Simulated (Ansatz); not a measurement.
```xyz
5

O    -1.3593   -1.0107    0.4043
Ge   -0.9149    0.6297   -0.1639
S     1.3614    0.3454   -0.2067
H    -0.6431   -1.6409    0.5700
H     1.6059    1.6028   -0.6450
```

Level of theory: RKS B3LYP/def2-SVP (Ansatz 0.2.0).

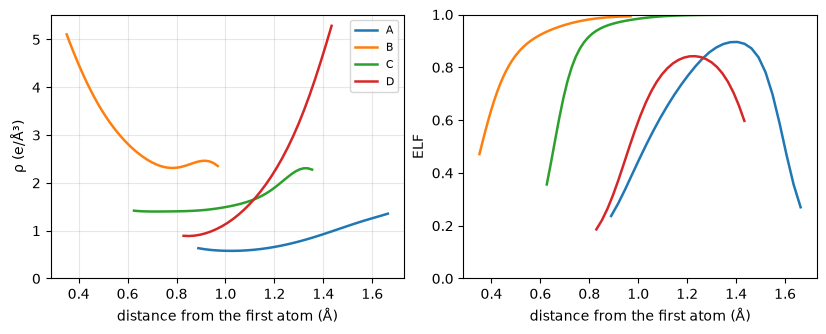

GeH$_{2}$OS. Electron density and electron localisation function along straight lines between neighbouring atoms. The curves leave out the atomic cores.

### Which curve belongs to which contact (Ge–O, Ge–S, O–H and S–H)? The first atom named is at distance zero.

Curve A: Ge–S (2.29 Å): ρ is about 0.62 e/Å³ halfway; the ELF peaks at about 0.90 in the valence shell of S, 0.9 Å from its nucleus, and is about 0.70 at the midpoint. Curve B: O–H (0.97 Å): ρ is about 3.6 e/Å³ halfway; the ELF climbs to about 1 towards the hydrogen, as it does in any bond to H; a covalent bond by its length. Curve C: S–H (1.35 Å): ρ at the midpoint is about 1.4 e/Å³; the ELF climbs to about 1 towards the hydrogen. Curve D: Ge–O (1.79 Å): ρ at the midpoint is about 0.92 e/Å³; the ELF peaks at about 0.85 in the valence shell of O, 0.6 Å from its nucleus, and is about 0.30 at the midpoint.
